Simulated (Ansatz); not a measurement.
**How many bands does the GW gap of As (buckled honeycomb monolayer) need?**

How do accuracy and time trade against each other in G0W0 on As (buckled honeycomb monolayer)?

Calculated with Ansatz 0.2.0; G0W0 on PBEsol, plane waves, PAW; PAW set soft_1.

**1. Set-up**

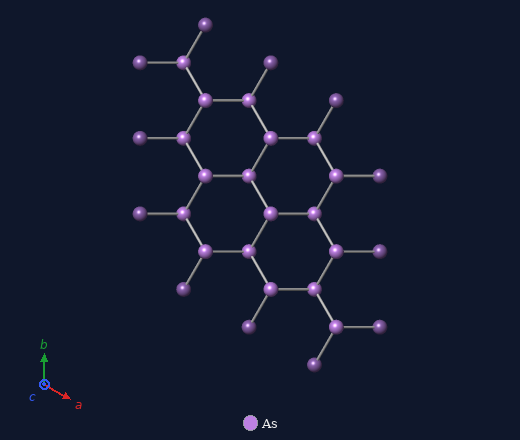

Start, viewed from above; arsenic purple. 3×3×1 cells are drawn. Some periodic images of atoms are drawn too.

The cell holds 2 atoms: 2 As. Cell: a = 3.544 Å, b = 3.544 Å, c = 26.000 Å, α = 90.0°, β = 90.0°, γ = 120.0°. Vacuum lies along c.

Structure file:

```cif
data_structure
_symmetry_space_group_name_H-M 'P 1'
_symmetry_Int_Tables_number 1
_cell_length_a 3.5443
_cell_length_b 3.5443
_cell_length_c 26.0000
_cell_angle_alpha 90.000
_cell_angle_beta 90.000
_cell_angle_gamma 120.000
_cell_volume 282.86
loop_
_atom_site_label
_atom_site_type_symbol
_atom_site_fract_x
_atom_site_fract_y
_atom_site_fract_z
_atom_site_occupancy
As1 As 0.33333 0.66667 0.47329 1
As2 As 0.66667 0.33333 0.52671 1
```

The structure was relaxed with PBEsol. The runs that relaxed it are not among those shown. The Coulomb interaction is cut off across the vacuum.

**2. 90 empty bands, screening to 27 eV**

G0W0 replaces the xc potential by the self-energy, built once from these orbitals. Only a window of levels is corrected, while the sums run over the empty bands that the input names. This step takes PAW set soft_1 files.

File input.yaml:

```yaml
crystal:
  lattice:
    - [3.5443329079, 0.0, 0.0]
    - [-1.7721664539, 3.0694823377, 0.0]
    - [0.0, 0.0, 26.0]
  atoms:
    - { symbol: As, position: [0.3333333333, 0.6666666667, 0.4732851741] }
    - { symbol: As, position: [0.6666666667, 0.3333333333, 0.5267148259] }
  periodic: [true, true, false]
kpoints:
  mp_grid: { grid: [6, 6, 1] }
hamiltonian:
  xc: pbesol
  pseudopotentials: { kind: paw, azcp: { folder: soft_1 }, xc_functional: pbe }
scf:
  occupations: { method: fixed }
gw:
  n_empty_bands: 90
  ecut_chi: 27.0
  qp_bands: [v2, c2]
  qp_kpoints: band_edges
  screening: { model: contour_deformation }
```

On the command line:

```bash
ansatz run input.yaml --threads 4 --pin off --max-ram 17510MiB --backend cpu --events-out ev --progress --plain --runs-dir out
```

Numbers of over 12 decimals in the logs are rounded to 6 here.

What it wrote:

```text
Engine: ansatz 0.2.0, aarch64-unknown-linux-gnu
Pseudopotentials: kind: paw
Pseudopotential: As, paw, valence charge 15, recommended cutoff 420 eV (normal), soft_1/As.paw.azcp
Functional definition: PBEsol
  exchange = pbesol_x
  correlation = pbesol_c
Crystal: 2 atoms, lattice volume = 282.861 Å³
Basis set: ecut = 420 eV, 5469 PW (Γ)
Bands: 19, of which v1, the nominal top of the filled ones, is band 15 counted from 1 (14 counted from 0)
Symmetry: 12 space group operations
Space group: P-3m1 (ITA 164), of the structure as read, at distance tolerance 6.6e-5 Å
k-points: 7 of 36
Non-local potential: As, projectors of the file, l = 0: 2, l = 1: 2, l = 2: 3, l = 3: 1
PAW form: soft (Blöchl's): semilocal exchange-correlation on the pseudo side does not see the compensation charge
PAW frozen core: As, regenerated for the run's functional, and the local potential with it (the file was generated under x = pbe(κ = 0.804, μ = 0.219515), c = pbe(β = 0.066725))
PAW one-centre angular grid: As, 590 points (default); XC on 64 Gauss nodes
Initial density: superposition of atomic densities (neutral atoms: chi_scale 0, normalization atom)
Initial wavefunctions: pseudopotential atomic-orbital guess
Functional: x = pbesol(κ = 0.804, μ = 0.123457), c = pbesol(β = 0.046)
iter 1 solved again at ethr=1.00e-3 eV; its pass at ethr=3.10e-3 eV (dr2=3.01e-1 eV) is discarded
SCF iter   1: F=—  HF=-9625.903227 eV  |F-HF|=—  |Δ(HF+E_count)|=         —  Δρ=1.14e-2  dr2=3.04e-1  ethr=1.00e-3  ⟨swp⟩=1.9  Hψ=844  notcnv=0  defer=11
preconditioner: auto → none  [insulator: Δε(μ)=1.640 eV  Ē_g=9.771 eV  n_scr=14 (ndim 8)  ℏωp=7.0 eV  f_vac=0.782  ε∞_Penn≈1.5]
SCF iter   2: F=—  HF=-9625.841181 eV  |F-HF|=—  |Δ(HF+E_count)|=   6.20e-2  Δρ=5.25e-3  dr2=4.86e-2  ethr=1.00e-3  ⟨swp⟩=2.9  Hψ=185  notcnv=0  defer=12
SCF iter   3: F=—  HF=-9625.834268 eV  |F-HF|=—  |Δ(HF+E_count)|=   6.91e-3  Δρ=9.80e-4  dr2=2.95e-3  ethr=1.62e-4  ⟨swp⟩=3.9  Hψ=298  notcnv=0  defer=12
SCF iter   4: F=—  HF=-9625.833359 eV  |F-HF|=—  |Δ(HF+E_count)|=   9.09e-4  Δρ=3.18e-4  dr2=7.70e-5  ethr=9.83e-6  ⟨swp⟩=4.9  Hψ=310  notcnv=0  defer=12
SCF iter   5: F=—  HF=-9625.833385 eV  |F-HF|=—  |Δ(HF+E_count)|=   2.56e-5  Δρ=3.65e-5  dr2=1.19e-6  ethr=2.57e-7  ⟨swp⟩=2.4  Hψ=201  notcnv=0  defer=11
SCF iter   6: F=—  HF=-9625.833385 eV  |F-HF|=—  |Δ(HF+E_count)|=   3.83e-8  Δρ=3.82e-6  dr2=4.22e-8  ethr=3.33e-10  ⟨swp⟩=14.1  Hψ=865  notcnv=0
SCF iter   7: F=-9625.833385 eV  HF=-9625.833385 eV  |F-HF|=6.84e-10  |Δ(HF+E_count)|=   7.81e-8  Δρ=9.99e-7  dr2=2.19e-9  ethr=1.41e-10  ⟨swp⟩=3.4  Hψ=393  notcnv=0
SCF 1 converged in 7 iterations: F = -9625.833385 eV  dr2 = 2.19e-9
  greatest PAW one-centre occupation: 0.999 electrons in one spin orbital (limit 2), on the As atom at site 1 (counted from 0), in its partial waves of l = 2
NSCF: frozen V_eff on 7 k-points
G₀W₀ screening: q 1/7
[... further progress lines ...]
SCF converged after 7 iterations
Free energy (F): -9625.833385 eV
Harris-Foulkes:  -9625.833385 eV  (|F-HF|=6.84e-10)
Internal energy: -9625.833385 eV  (E = F + TS)
E sigma→0 (E₀):  -9625.833385 eV
Fermi energy:    -5.283550 eV
--- Per-component energies (eV) ---
  E_band       = -916.303924
  E_kinetic    = 193.264691
  E_local      = -45424.052783  (includes V_loc(G=0)·N_el)
  E_nonlocal   = -783.327061
  E_hartree    = 22735.109914
  E_xc         = -138.845402
  E_vxc        = -145.832873  (∫ρ·V_xc dr)
  E_paw        = -3942.233474  (= ΣΔE_a)
  E_vpaw       = -226.580431  (= ΣTr[D̂ρ^β])
  E_aug_tail   = -0.000015  (compensation charges beyond the density's cutoff)
  E_ewald      = 17732.317884
  E_core_change = 1.932860  (= ΣΔE_core)
  E_smearing   = -0.000000  (= −TS)
  E_closure    = -0.000000  (closes the sum)
  Σ components = -9625.833385   (vs F -9625.833385, Δ=0.00e0)
--- Band table (eV; the first three rows and the last of 7) ---
  k-point 0: bands = [... 11 lower, -12.6499, -6.0557, -5.2836, -5.2836, -3.2011, -1.7436, -1.7436, -0.4671]
  k-point 1: bands = [... 11 lower, -12.5986, -7.6504, -5.9980, -5.8832, -3.0511, -1.0813, -1.0812, 0.0240]
  k-point 2: bands = [... 11 lower, -13.2921, -9.1973, -6.9285, -6.1754, -3.8039, -1.5289, -0.6990, 1.0814]
  k-point 6: bands = [... 11 lower, -15.4069, -9.9706, -7.4492, -7.4492, -3.5032, -0.7321, -0.7321, 2.7656]
--- G₀W₀: contour deformation, 6 samples at zero and on the imaginary axis and 2 off it, 36 q-points, 90 empty bands' worth ---
  eigenvalues of the whole cell's RPA ε∞ on this k-mesh (on a slab, of 1 + 4πα/V) = 1.1443, 4.1087, 4.1087; static W/v taken at q = 0 is 0.472274
  bands read: the sum over 105 bands ends inside a degenerate multiplet in 2 slots, whose members it reads at an even weight; the widest, k=0: bands 105 to 106 (counted from 1) at 1/2 each
  gw.qp_kpoints: band_edges: 7 of 7 stored k-points solved, in 1 pass; an edge of the gap read off the rows below is read off those points alone
    ik  band        ε_KS         Σx   Σc(E_QP)       V_xc       Z   E_QP_lin       E_QP  E_QP is
     0    14     -5.2836   -16.4577     1.4212   -15.2180  0.7430    -5.1029    -5.1021  root
     0    15     -5.2836   -16.4577     1.4212   -15.2180  0.7430    -5.1029    -5.1021  root
     0    16     -3.2011    -9.8956    -3.1823   -14.1910  0.7552    -2.0405    -2.0880  root
     0    17     -1.7436    -9.7799    -3.5235   -14.3917  0.7087    -0.6176    -0.6553  root
     1    14     -5.9980   -16.2700     1.6097   -14.7710  0.7357    -5.8877    -5.8874  root
     1    15     -5.8832   -14.0999     1.7626   -12.1198  0.7232    -6.1022    -6.1006  root
     1    16     -3.0511    -9.2108    -3.0997   -13.2882  0.7418    -2.0370    -2.0734  root
     1    17     -1.0813    -9.0193    -3.5398   -13.6021  0.7184    -0.0086    -0.0383  root
     2    14     -6.9285   -16.3361     1.9828   -14.3805  0.7230    -6.9013    -6.9013  root
     2    15     -6.1754   -15.3566     1.8092   -13.4787  0.7199    -6.2441    -6.2439  root
     2    16     -3.8039    -8.3034    -2.8149   -11.9081  0.7493    -2.9939    -3.0140  root
     2    17     -1.5289    -7.2147    -3.5699   -11.6004  0.7233    -0.6942    -0.7132  root
     3    14     -7.2828   -16.3916     2.1335   -14.2587  0.7179    -7.2822    -7.2822  root
     3    15     -7.0577   -15.1102     2.0703   -12.9037  0.6999    -7.1949    -7.1939  root
     3    16     -3.4184    -8.5491    -3.0944   -12.5132  0.7466    -2.5217    -2.5487  root
     3    17     -2.2889    -7.4459    -3.1279   -11.3213  0.7344    -1.5163    -1.5414  root
     4    14     -7.7097   -15.7704     2.0701   -13.6718  0.7089    -7.7382    -7.7382  root
     4    15     -5.8201   -15.0328     1.7645   -13.1642  0.7250    -5.9244    -5.9241  root
     4    16     -2.5646    -8.3504    -3.0532   -12.2514  0.7355    -1.6902    -1.7168  root
     4    17     -1.7966    -9.0256    -3.5040   -13.5393  0.7157    -0.7505    -0.7869  root
     5    14     -8.2406   -15.7114     2.5633   -13.0278  0.6890    -8.3617    -8.3608  root
     5    15     -6.6311   -15.5783     1.9927   -13.5053  0.7124    -6.7116    -6.7114  root
     5    16     -2.7354    -7.8907    -3.0846   -11.7818  0.7351    -1.9039    -1.9289  root
     5    17     -1.8134    -8.1037    -3.4383   -12.4305  0.7221    -0.9006    -0.9249  root
     6    14     -7.4492   -15.8656     2.3544   -13.4089  0.6948    -7.5522    -7.5513  root
     6    15     -7.4492   -15.8656     2.3544   -13.4089  0.6948    -7.5522    -7.5513  root
     6    16     -3.5032    -7.5574    -2.9571   -11.2726  0.7422    -2.7260    -2.7451  root
     6    17     -0.7321    -7.6822    -3.7427   -12.3188  0.7104     0.1766     0.1618  root
```

Wall time 13 s (4 threads of Arm Neoverse V1, shared host); peak memory 0.61 GiB.

Numbers from this step:

- bands summed: 105
- plane waves in the screening matrix: 113
- q-points in the mesh: 36
- G0W0 gap on the mesh: 2.088 eV
- k of the valence top: 0, 0, 0
- k of the conduction bottom: 0, 0.3333, 0
- starting gap on the mesh: 1.480 eV
- Z at the valence top: 0.7430
- Z at the conduction bottom: 0.7493
- least direct G0W0 gap on the computed points: 3.014 eV

The gap on the mesh goes from 1.48 eV to 2.09 eV, a correction of +0.61 eV. Between the two edge states, bare exchange in place of the xc potential would open the gap by 4.84 eV, and correlation takes back 4.24 eV.

**3. 254 empty bands, screening to 54 eV**

Bands and screening cutoff are moved together, since each hides the error of the other.

input.yaml, as its differences from that of step 2:

```diff
@@ -17,4 +17,4 @@
 gw:
-  n_empty_bands: 90
-  ecut_chi: 27.0
+  n_empty_bands: 254
+  ecut_chi: 54.0
   qp_bands: [v2, c2]
```

What it wrote:

```text
[...]
Crystal: 2 atoms, lattice volume = 282.861 Å³
Basis set: ecut = 420 eV, 5469 PW (Γ)
Bands: 19, of which v1, the nominal top of the filled ones, is band 15 counted from 1 (14 counted from 0)
Symmetry: 12 space group operations
[...]
k-points: 7 of 36
[...]
SCF iter   7: F=-9625.833385 eV  HF=-9625.833385 eV  |F-HF|=6.84e-10  |Δ(HF+E_count)|=   7.81e-8  Δρ=9.99e-7  dr2=2.19e-9  ethr=1.41e-10  ⟨swp⟩=3.4  Hψ=393  notcnv=0
SCF 1 converged in 7 iterations: F = -9625.833385 eV  dr2 = 2.19e-9
[...]
NSCF: frozen V_eff on 7 k-points
G₀W₀ screening: q 1/7
[... further progress lines ...]
SCF converged after 7 iterations
Free energy (F): -9625.833385 eV
[...]
Internal energy: -9625.833385 eV  (E = F + TS)
E sigma→0 (E₀):  -9625.833385 eV
Fermi energy:    -5.283550 eV
[...]
--- Band table (eV; the first three rows and the last of 7) ---
  k-point 0: bands = [... 11 lower, -12.6499, -6.0557, -5.2836, -5.2836, -3.2011, -1.7436, -1.7436, -0.4671]
  k-point 1: bands = [... 11 lower, -12.5986, -7.6504, -5.9980, -5.8832, -3.0511, -1.0813, -1.0812, 0.0240]
  k-point 2: bands = [... 11 lower, -13.2921, -9.1973, -6.9285, -6.1754, -3.8039, -1.5289, -0.6990, 1.0814]
  k-point 6: bands = [... 11 lower, -15.4069, -9.9706, -7.4492, -7.4492, -3.5032, -0.7321, -0.7321, 2.7656]
[...]
0    14     -5.2836   -16.4577     1.0428   -15.2180  0.7355    -5.4815    -5.4805  root
     0    15     -5.2836   -16.4577     1.0428   -15.2180  0.7355    -5.4815    -5.4805  root
     0    16     -3.2011    -9.8956    -3.4476   -14.1910  0.7481    -2.3290    -2.3532  root
     0    17     -1.7436    -9.7799    -3.8360   -14.3917  0.7030    -0.9519    -0.9678  root
     1    14     -5.9980   -16.2700     1.2560   -14.7710  0.7290    -6.2427    -6.2410  root
     1    15     -5.8832   -14.0999     1.4937   -12.1198  0.7179    -6.3779    -6.3695  root
     1    16     -3.0511    -9.2108    -3.3610   -13.2882  0.7360    -2.3163    -2.3347  root
     1    17     -1.0813    -9.0193    -3.8422   -13.6021  0.7136    -0.3254    -0.3408  root
[...]
6    14     -7.4492   -15.8656     2.0778   -13.4089  0.6917    -7.8364    -7.8280  root
     6    15     -7.4492   -15.8656     2.0778   -13.4089  0.6917    -7.8364    -7.8280  root
     6    16     -3.5032    -7.5574    -3.1626   -11.2726  0.7381    -2.9414    -2.9507  root
     6    17     -0.7321    -7.6822    -4.0074   -12.3188  0.7085    -0.0976    -0.1028  root
```

It took 45 s on 4 threads; peak memory 1.3 GiB.

Numbers from this step:

| Property | Result |
| --- | --- |
| bands summed | 269 |
| plane waves in the screening matrix | 259 |
| q-points in the mesh | 36 |
| G0W0 gap on the mesh | 2.247 eV |
| k of the valence top | 0, 0, 0 |
| k of the conduction bottom | 0, 0.3333, 0 |
| starting gap on the mesh | 1.480 eV |
| Z at the valence top | 0.7355 |
| Z at the conduction bottom | 0.7444 |
| least direct G0W0 gap on the computed points | 3.127 eV |

Against the run with 6×6×1 mesh, 90 empty bands, screening to 27 eV, PAW set soft_1 files, the gap moves by +0.16 eV.

**4. 548 empty bands, screening to 90 eV**

input.yaml, as its differences from that of step 3:

```diff
@@ -16,5 +16,6 @@
   occupations: { method: fixed }
+  convergence: { dr2_threshold: 1.0e-10 }
 gw:
-  n_empty_bands: 254
-  ecut_chi: 54.0
+  n_empty_bands: 548
+  ecut_chi: 90.0
   qp_bands: [v2, c2]
```

What it wrote:

```text
[...]
Crystal: 2 atoms, lattice volume = 282.861 Å³
Basis set: ecut = 420 eV, 5469 PW (Γ)
Bands: 19, of which v1, the nominal top of the filled ones, is band 15 counted from 1 (14 counted from 0)
Symmetry: 12 space group operations
[...]
k-points: 7 of 36
[...]
1    17     -1.0813    -9.0194    -4.0519   -13.6022  0.7110    -0.5477    -0.5504  root
[...]
6    14     -7.4492   -15.8656     1.8686   -13.4090  0.6878    -8.0589    -8.0372  root
     6    15     -7.4492   -15.8656     1.8686   -13.4090  0.6878    -8.0589    -8.0372  root
     6    16     -3.5033    -7.5574    -3.2972   -11.2726  0.7376    -3.0803    -3.0853  root
     6    17     -0.7321    -7.6822    -4.1788   -12.3189  0.6983    -0.2826    -0.2743  root
[key lines of the parts left out:]
SCF converged after 8 iterations
Free energy (F): -9625.833385 eV
Fermi energy:    -5.283630 eV
```

Elapsed: 3.6 min, on 4 threads; peak memory 3.1 GiB; 14 min of CPU time.

Numbers from this step:

```yaml
bands_summed: 563
plane_waves_in_the_screening_matrix: 551
g0w0_gap_on_the_mesh: 2.397 eV
k_of_the_valence_top: 0, 0, 0
k_of_the_conduction_bottom: 0, 0.3333, 0
starting_gap_on_the_mesh: 1.480 eV
least_direct_g0w0_gap_on_the_computed_points: 3.221 eV
```

Against the run with 6×6×1 mesh, 254 empty bands, screening to 54 eV, PAW set soft_1 files, the gap moves by +0.15 eV.

**5. 1007 empty bands, screening to 135 eV**

input.yaml, as its differences from that of step 4:

```diff
@@ -16,6 +16,5 @@
   occupations: { method: fixed }
-  convergence: { dr2_threshold: 1.0e-10 }
 gw:
-  n_empty_bands: 548
-  ecut_chi: 90.0
+  n_empty_bands: 1007
+  ecut_chi: 135.0
   qp_bands: [v2, c2]
```

What it wrote:

```text
[...]
Crystal: 2 atoms, lattice volume = 282.861 Å³
Basis set: ecut = 420 eV, 5469 PW (Γ)
Bands: 19, of which v1, the nominal top of the filled ones, is band 15 counted from 1 (14 counted from 0)
Symmetry: 12 space group operations
[...]
k-points: 7 of 36
[...]
1    17     -1.0813    -9.0193    -4.1877   -13.6021  0.7113    -0.6837    -0.6862  root
[...]
6    14     -7.4492   -15.8656     1.7558   -13.4089  0.6880    -8.1791    -8.1500  root
     6    15     -7.4492   -15.8656     1.7558   -13.4089  0.6880    -8.1791    -8.1500  root
     6    16     -3.5032    -7.5574    -3.3822   -11.2726  0.7374    -3.1672    -3.1703  root
     6    17     -0.7321    -7.6822    -4.2908   -12.3188  0.6988    -0.3903    -0.3863  root
[key lines of the parts left out:]
SCF converged after 7 iterations
Free energy (F): -9625.833385 eV
Fermi energy:    -5.283550 eV
```

The job ended after 17 min (4 threads; peak memory 7.2 GiB; 66 min of CPU time).

This step gave:

| Property | Result |
| --- | --- |
| bands summed | 1022 |
| plane waves in the screening matrix | 1027 |
| G0W0 gap on the mesh | 2.451 eV |
| k of the valence top | 0, 0, 0 |
| k of the conduction bottom | 0, 0.3333, 0 |
| starting gap on the mesh | 1.480 eV |
| least direct G0W0 gap on the computed points | 3.227 eV |

Against the run with 6×6×1 mesh, 548 empty bands, screening to 90 eV, PAW set soft_1 files, the gap moves by +0.05 eV.

**6. Changing the k mesh: 3×3×1 mesh, 254 empty bands, screening to 54 eV, PAW set soft_1 files**

Only the mesh changes. It samples the long-range screening, which converges on its own terms. Bands and cutoff differ from the step before, so it is read against an earlier run that matches them.

input.yaml, as its differences from that of step 5:

```diff
@@ -10,3 +10,3 @@
 kpoints:
-  mp_grid: { grid: [6, 6, 1] }
+  mp_grid: { grid: [3, 3, 1] }
 hamiltonian:
@@ -17,4 +17,4 @@
 gw:
-  n_empty_bands: 1007
-  ecut_chi: 135.0
+  n_empty_bands: 254
+  ecut_chi: 54.0
   qp_bands: [v2, c2]
```

What it wrote:

```text
[...]
Crystal: 2 atoms, lattice volume = 282.861 Å³
Basis set: ecut = 420 eV, 5469 PW (Γ)
Bands: 19, of which v1, the nominal top of the filled ones, is band 15 counted from 1 (14 counted from 0)
Symmetry: 12 space group operations
[...]
k-points: 3 of 9
[...]
1    16     -3.5705    -7.8171    -3.6401   -11.8227  0.7307    -3.2010    -3.2050  root
     1    17     -1.3082    -7.0220    -4.1543   -11.5015  0.7051    -0.9825    -0.9830  root
     2    14     -7.2082   -15.8785     2.3537   -13.3786  0.6639    -7.3546    -7.3543  root
     2    15     -7.2082   -15.8785     2.3537   -13.3786  0.6639    -7.3546    -7.3543  root
     2    16     -3.2602    -7.3288    -3.5578   -11.2027  0.7265    -2.9411    -2.9441  root
     2    17     -0.5191    -7.6513    -4.0872   -12.1958  0.8140    -0.0281    -0.0618  root
[key lines of the parts left out:]
SCF converged after 6 iterations
Free energy (F): -9625.298783 eV
Fermi energy:    -5.004514 eV
```

The job ended after 10 s (4 threads; peak memory 1 GiB; 37 s of CPU time).

Numbers from this step:

* bands summed: 269
* plane waves in the screening matrix: 259
* G0W0 gap on the mesh: 1.848 eV
* k of the valence top: 0, 0, 0
* k of the conduction bottom: 0, 0.3333, 0
* starting gap on the mesh: 1.434 eV
* least direct G0W0 gap on the computed points: 2.739 eV

Against the run with 6×6×1 mesh, 254 empty bands, screening to 54 eV, PAW set soft_1 files, the gap moves by −0.40 eV, while the start moved by −0.05 eV.

(Part 1 of 2 ends here.)

[Paths, hosts, dates, memory and timing lines, banners, echoed tables and standing remarks are left out of the program output.]

[Logs are printed without paths, hosts, clocks, repeated set-up lines and the standing remarks that a program may print on its own settings, such as how far it seeks lower states.]

[Runs of the session that timed out or met a known fault of the program may be left out.]

[Cells called generated may have been cut or substituted from an entry of the Crystallography Open Database or the Materials Project.]

[Hosts, paths, dates, database ids (printed as entryN), source tags and the programs' standing remarks are cut or masked in the printed files.]
